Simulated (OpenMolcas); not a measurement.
## Single-point calculation, with input and output: AsH$_{3}$

System: AsH$_{3}$, multiplicity 3.
Method: CASPT2/cc-pVTZ (OpenMolcas 26.06).

The geometry is that of the parent species in another charge or spin state. The geometry comes from this level: PBE0-D4/def2-TZVP.

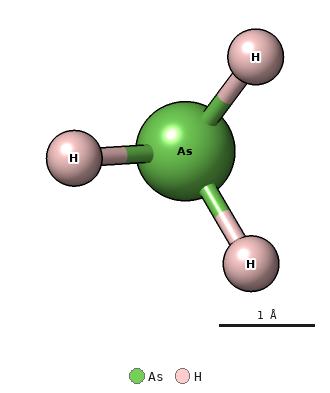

Fig. 1: The structure (ball-and-stick view, seen at a tilt). Bond lengths as drawn: As–H 1.52 Å.

**Input file**
```
&GATEWAY
 BasLib=$CurrDir
 Coord
 4
 angstrom
 As      -0.215800       0.487600      -0.346000
 H        0.349900       0.630300       1.059400
 H       -1.068000      -0.705500       0.061100
 H        0.933900      -0.412500      -0.774500
 Basis=cc-pVTZ
 Group=NoSym

&SEWARD

&RASSCF
 FileOrb=$CurrDir/step2.RasOrb
 Spin=3
 Nactel=8 0 0
 Inactive=14
 Ras2=7
 OrbListing=Nothing

&CASPT2
 IPEA=0.25
 Imaginary=0.1
 Frozen=9
```

Launched with:
```bash
export MOLCAS_MEM=1860
pymolcas step3.input > step3.log
```

**What the program printed**
```
--- Start Module: gateway ---

                                              &GATEWAY

                       available to each process: 1.9 GB of memory, 1 thread

 Basis Set     1 Label: AS.CC-PVTZ
 Basis set is read from library:.
 basistype.tbl is not found

 Basis Set     2 Label: H.CC-PVTZ
 Basis set is read from library:.
 basistype.tbl is not found

++    Symmetry information:
      ---------------------

                    Character Table for C1

                             E
                    a        1  x, y, xy, Rz, z, xz, Ry, yz, Rx, I
--

++    Basis set information:
      ----------------------

      Basis set label: AS.CC-PVTZ.........

      Electronic valence basis set:
      ------------------
      Associated Effective Charge  33.000000 au
      Associated Actual Charge     33.000000 au
      Nuclear Model: Point charge

      Shell  nPrim  nBasis  Cartesian Spherical Contaminant
         s      20       6        X
         p      13       5        X
         d       9       3                 X
         f       1       1                 X

      Basis set label: H.CC-PVTZ.........

      Electronic valence basis set:
      ------------------
      Associated Effective Charge   1.000000 au
      Associated Actual Charge      1.000000 au
      Nuclear Model: Point charge

      Shell  nPrim  nBasis  Cartesian Spherical Contaminant
         s       5       3        X
         p       2       2        X
         d       1       1                 X
--

++    Molecular structure info:
      -------------------------

                    ************************************************
                    **** Cartesian Coordinates / bohr, angstrom ****
                    ************************************************

     Center  Label                x              y              z                     x              y              z
        1      AS1             -0.407803       0.921430      -0.653845             -0.215800       0.487600      -0.346000
        2      H2               0.661215       1.191094       2.001976              0.349900       0.630300       1.059400
        3      H3              -2.018228      -1.333202       0.115462             -1.068000      -0.705500       0.061100
        4      H4               1.764815      -0.779512      -1.463593              0.933900      -0.412500      -0.774500

                    ***************************************
                    *    InterNuclear Distances / bohr    *
                    ***************************************

               1 AS1           2 H2            3 H3            4 H4
    1 AS1      0.000000
    2 H2       2.875570        0.000000
    3 H3       2.875529        4.136474        0.000000
    4 H4       2.875616        4.136592        4.136593        0.000000

                    *******************************************
                    *    InterNuclear Distances / angstrom    *
                    *******************************************

               1 AS1           2 H2            3 H3            4 H4
    1 AS1      0.000000
    2 H2       1.521686        0.000000
    3 H3       1.521665        2.188928        0.000000
    4 H4       1.521710        2.188990        2.188991        0.000000

                    **************************************
                    *    Valence Bond Angles / degree    *
                    **************************************
                          Atom centers                 Phi
                      2 H2       1 AS1      3 H3        91.99
                      2 H2       1 AS1      4 H4        91.99
                      3 H3       1 AS1      4 H4        91.99
--

            Nuclear Potential Energy             35.15317793 au

--- Stop Module: gateway /rc=_RC_ALL_IS_WELL_ ---

--- Start Module: seward ---

                                              &SEWARD

                       available to each process: 1.9 GB of memory, 1 thread

               SEWARD will generate:
                  Multipole Moment integrals up to order  2
                  Kinetic Energy integrals
                  Nuclear Attraction integrals (point charge)
                  One-Electron Hamiltonian integrals
                  Velocity integrals
                  Orbital angular momentum around ( -0.3867   0.8738  -0.6200 )
                  Velocity quadrupole around ( -0.3867   0.8738  -0.6200 )
                  Two-Electron Repulsion integrals

                   Integrals are discarded if absolute value <: 1.00E-14
                   Integral cutoff threshold is set to       <: 1.00E-16

            Nuclear Potential Energy             35.15317793 au

      Basis set specifications :
      Symmetry species         a
      Basis functions           85

--- Stop Module: seward /rc=_RC_ALL_IS_WELL_ ---
--- Module seward spent 2 seconds ---

--- Start Module: rasscf ---

                                              &RASSCF

                       available to each process: 1.9 GB of memory, 1 thread

      Header of the ONEINT file:
      --------------------------

      OrdInt status: non-squared

      Cartesian coordinates in angstrom:
      -----------------------------------------------------
      No.  Label        X            Y            Z
      -----------------------------------------------------
       1   AS1       -0.21580000   0.48760000  -0.34600000
       2   H2         0.34990000   0.63030000   1.05940000
       3   H3        -1.06800000  -0.70550000   0.06110000
       4   H4         0.93390000  -0.41250000  -0.77450000
      -----------------------------------------------------
      Nuclear repulsion energy =   35.15317793

++    Wave function specifications:
      -----------------------------

      Number of closed shell electrons          28
      Number of electrons in active shells       8
      Max number of holes in RAS1 space          0
      Max nr of electrons in RAS3 space          0
      Number of inactive orbitals               14
      Number of active orbitals                  7
      Number of secondary orbitals              64
      Spin quantum number                      1.0
      State symmetry                             1
--

++    Orbital specifications:
      -----------------------

      Symmetry species                           1
                                                 a
      Frozen orbitals                            0
      Inactive orbitals                         14
      Active orbitals                            7
      RAS1 orbitals                              0
      RAS2 orbitals                              7
      RAS3 orbitals                              0
      Secondary orbitals                        64
      Deleted orbitals                           0
      Number of basis functions                 85
--

++    CI expansion specifications:
      ----------------------------

      Number of CSFs                           588
      Number of determinants                   735
      Number of root(s) required                 1
      Root chosen for geometry opt.              1
      CI root used                               1

      highest root included in the CI            1
      max. size of the explicit Hamiltonian    200
--

++    Optimization specifications:
      ----------------------------

      RASSCF algorithm: Conventional
      Maximum number of macro iterations       200
      Maximum number of SX iterations          100
      Threshold for RASSCF energy            1.000E-08
      Threshold for max MO rotation          1.000E-01
      Threshold for max BLB element          1.000E-04
      Level shift parameter                  5.000E-01
      Make Quasi-Newton update
--

      The MO-coefficients are taken from the file:
      step2.RasOrb
      Title: RASSCF average (pseudo-natural) orbitals

      Total molecular charge    0.00

      ************************************************************************************************************************
      *                                            Wave function control section                                             *
      ************************************************************************************************************************

                                         RASSCF iterations: Energy and convergence statistics
                                         ----------------------------------------------------

          iter iter root      energy       change     param      element    value   shift minimum  type update hh:mm:ss
 Nr of preliminary CI iterations:   3
      Total energies have been shifted. Add                -2000.00 au
        1   1    4    1  -235.80068177    0.00E+00  -1.87E-04   19  56 1  3.13E-05   0.40   0.00    SX    NO    0:00:00
        2   1    4    1  -235.80068178   -8.69E-09  -7.70E-05   19  56 1  7.03E-06   0.40   0.00    SX    NO    0:00:00
        3   1    4    1  -235.80068178   -1.21E-09   4.03E-05   19  25 1 -3.64E-06   0.40   0.00    SX    NO    0:00:00
        4   4    4    1  -235.80068246   -6.74E-07* -1.79E-04   19  59 1  2.44E-05   0.40   0.00    SX    NO    0:00:00
        5   1    4    1  -235.80068246   -5.67E-09   9.07E-05   19  56 1 -5.24E-06   0.40   1.46    QN   YES    0:00:00
      Convergence after  5 iterations
        6   2    4    1  -235.80068246   -1.75E-09   9.07E-05   19  56 1 -5.90E-06   0.40   1.46    QN   YES    0:00:00

      ************************************************************************************************************************
                                                      Wave function printout:
                       occupation of active orbitals, and spin coupling of open shells (u,d: Spin up or down)
      ************************************************************************************************************************

      Note: transformation to natural orbitals
      has been made, which may change the order of the CSFs.

      printout of CI-coefficients larger than  0.05 for root  1
      energy=   -2235.800682
      conf/sym  1111111     Coeff  Weight
             1  222uu00  -0.98168 0.96369
             8  2u220u0  -0.08691 0.00755
            55  2u2u020  -0.05390 0.00290
           152  202uu20   0.06125 0.00375

      Natural orbitals and occupation numbers for root  1
      sym 1:   1.999016   1.966403   1.982027   1.009222   0.992975   0.040179   0.010179

      ************************************************************************************************************************
      *                                                    Final results                                                     *
      ************************************************************************************************************************

++    Final optimization conditions:
      ------------------------------

      Average CI energy                           -2235.80068246
      RASSCF energy for state  1                  -2235.80068246
      Super-CI energy                                -0.00000000
      RASSCF energy change                            0.00000000
      Max change in MO coefficients              -3.006E-04
      Max non-diagonal density matrix element     9.071E-05
      Maximum BLB matrix element                 -5.903E-06
      (orbital pair  19,  56 in symmetry   1)
      Norm of electronic gradient            1.319E-05
--

      Final state energy(ies):
      ------------------------

::    RASSCF root number  1 Total energy:  -2235.80068246
      Von Neumann Entropy (Root   1) =  1.18914

      Mulliken population analysis for root number:  1
      -----------------------------------------------

++    Molecular charges:
      ------------------

      Mulliken charges per centre
      ---------------------------

                AS1     H2      H3      H4
      Total   32.8514  1.0734  1.0018  1.0734

      N-E      0.1486 -0.0734 -0.0018 -0.0734

      Total electronic charge=   36.000000

      Total            charge=   -0.000000
--

      Expectation values of various properties for root number:  1
      -----------------------------------------------------------

++    Molecular properties:
      ---------------------

      Charge (e):
                      =   -0.0000
      Dipole Moment (debye):
      Origin of the operator (angstrom)=   -0.2046    0.4624   -0.3281
                   X=  2.3723E-02               Y=  7.0229E-02               Z= -3.2335E-02           Total=  8.0873E-02
      Quadrupole Moment (debye*angstrom):
      Origin of the operator (angstrom)=   -0.2046    0.4624   -0.3281
                  XX= -2.1746E+01              XY=  1.2545E+00              XZ=  3.6423E-02              YY= -2.0616E+01
                  YZ= -1.5820E+00              ZZ= -2.3190E+01
      In traceless form (debye*angstrom)
                  XX=  1.5696E-01              XY=  1.8818E+00              XZ=  5.4634E-02              YY=  1.8516E+00
                  YZ= -2.3731E+00              ZZ= -2.0085E+00
--

      Mulliken spin population analysis for root number:  1
      ---------------------------------------------------

++    Molecular charges:
      ------------------

      Mulliken spin population per centre
      ---------------------------

                AS1     H2      H3      H4
      Total    1.4862  0.2442  0.0254  0.2442

      Total electronic spin=    2.000000
--

      Average orbitals are written to the RASORB file
      Natural orbitals for root   1 are written to the RASORB.1 file
      Spin density orbitals for root   1 are written to the SPDORB.1 file

--- Stop Module: rasscf /rc=_RC_ALL_IS_WELL_ ---
--- Module rasscf spent 2 seconds ---

--- Start Module: caspt2 ---

                                              &CASPT2

                       available to each process: 1.9 GB of memory, 1 thread

 ###############################################################################
 ###    WARNING: User changed nr of frozen orbitals.                         ###
 ###############################################################################

++    Wave function specifications:
      -----------------------------

      Number of closed shell electrons          10
      Number of electrons in active shells       8
      Max number of holes in RAS1 space          0
      Max number of electrons in RAS3 space      0
      Number of inactive orbitals                5
      Number of active orbitals                  7
      Number of secondary orbitals              64
      Spin quantum number                      1.0
      State symmetry                             1
      Number of CSFs                           588
      Number of CASSCF root(s) available         1
      CASPT2 state passed to geometry opt.       1
      A file JOBMIX will be created
      This is a CASSCF or RASSCF reference function
--

++    Orbital specifications:
      -----------------------

      Symmetry species                           1
                                                 a
      Frozen orbitals                            9
      Inactive orbitals                          5
      Active orbitals                            7
      Secondary orbitals                        64
      Deleted orbitals                           0
      Number of basis functions                 85
--

++    CASPT2 specifications:
      ----------------------

      Type of calculation                        SS-CASPT2
      Fock operator                              state-specific
      IPEA shift                                 0.25
      Real shift                                 0.00
      Imaginary shift                            0.10
      The input orbitals will be transformed to quasi-canonical
--

--------------------------------------------------------------------------------
 Estimated memory requirements:
  POLY3 :                   303210
  RHS:                      407180
  SIGMA :                   541200
  PRPCTL:                        0
 Available workspace:    232476728

++ CASPT2 computation for group   1

********************************************************************************
 Multi-State initialization phase begins for group   1
--------------------------------------------------------------------------------
********************************************************************************
 Compute H0 matrices for state    1
--------------------------------------------------------------------------------
--------------------------------------------------------------------------------
 H0 matrices have been computed.

********************************************************************************
  CASPT2 EQUATION SOLUTION
--------------------------------------------------------------------------------

  Total nr of CASPT2 parameters:
   Before reduction:      362153
   After  reduction:      362153

 Variance of |WF0>:       0.8565539251

 The contributions to the second order correlation energy in atomic units.
-----------------------------------------------------------------------------------------------------------------------------
  IT.      VJTU        VJTI        ATVX        AIVX        VJAI        BVAT        BJAT        BJAI        TOTAL       RNORM
-----------------------------------------------------------------------------------------------------------------------------
   1    -0.000214   -0.000167   -0.025677   -0.005555   -0.004640   -0.088387   -0.021956   -0.041312   -0.187908    0.010787
   2    -0.000219   -0.000171   -0.026254   -0.005608   -0.004674   -0.088919   -0.022008   -0.041372   -0.189224    0.001674
   3    -0.000219   -0.000171   -0.026258   -0.005609   -0.004680   -0.088914   -0.022002   -0.041380   -0.189234    0.000293
   4    -0.000219   -0.000171   -0.026254   -0.005607   -0.004679   -0.088903   -0.022000   -0.041377   -0.189210    0.000044
   5    -0.000219   -0.000171   -0.026254   -0.005607   -0.004679   -0.088903   -0.022000   -0.041377   -0.189210    0.000008
   6    -0.000219   -0.000171   -0.026254   -0.005607   -0.004679   -0.088903   -0.022000   -0.041377   -0.189210    0.000001
-----------------------------------------------------------------------------------------------------------------------------

  FINAL CASPT2 RESULT:

      Reference energy:       -2235.8006824627
      E2 (Non-variational):      -0.1892104355
      Shift correction:          -0.0002785608
      E2 (Variational):          -0.1894889963
      Total energy:           -2235.9901714590
      Residual norm:              0.0000002329
      Reference weight:           0.94183

      Contributions to the CASPT2 correlation energy
      Active & Virtual Only:         -0.1151568215
      One Inactive Excited:          -0.0278265009
      Two Inactive Excited:          -0.0462271131

++ Denominators, etc.
--------------------------------------------------------------------------------------------------------------
 Report on small energy denominators, large coefficients, and large energy contributions.
CASE  SYMM ACTIVE-MIX  NON-ACTIVE INDICES          DENOMINATOR     RHS VALUE       COEFFICIENT     CONTRIBUTION
ATVX     1  Mu1.0001  Se1.022                       0.09841166     -0.00000013      0.00000067     -0.00000000
ATVX     1  Mu1.0001  Se1.023                       0.24422119      0.00000008     -0.00000030     -0.00000000
ATVX     1  Mu1.0001  Se1.024                       0.26573591      0.00000016     -0.00000061     -0.00000000
ATVX     1  Mu1.0001  Se1.025                       0.27494509     -0.00130921      0.00438203     -0.00000574
ATVX     1  Mu1.0001  Se1.026                       0.29551402      0.00000033     -0.00000103     -0.00000000
BVATP    1  Mu1.0008  Se1.030 Se1.022               1.62467240     -0.04161948      0.02665206     -0.00110924
--

   (Skipping property calculation,
    use PROP keyword to activate)
--

  Total CASPT2 energies:
::    CASPT2 Root  1     Total energy:  -2235.99017146

  A NEW JOBIPH FILE NAMED 'JOBMIX' IS PREPARED.
********************************************************************************
--- Stop Module: caspt2 /rc=_RC_ALL_IS_WELL_ ---
--- Module caspt2 spent 1 second ---

.##################.
.# Happy landing! #.
.##################.

    Timing: Wall=6.69 User=5.58 System=1.08
```

**Results in brief**

| quantity | value |
| --- | --- |
| outcome | converged |
| total energy | −2235.990171 hartree |
| CASSCF energy | −2235.800682 hartree |
| basis functions | 85 |
| hardware | 1 thread of Arm Neoverse V2, 24 GiB of memory available, shared host |
| wall time | 6.9 s |
| peak memory | 0.47 GiB |
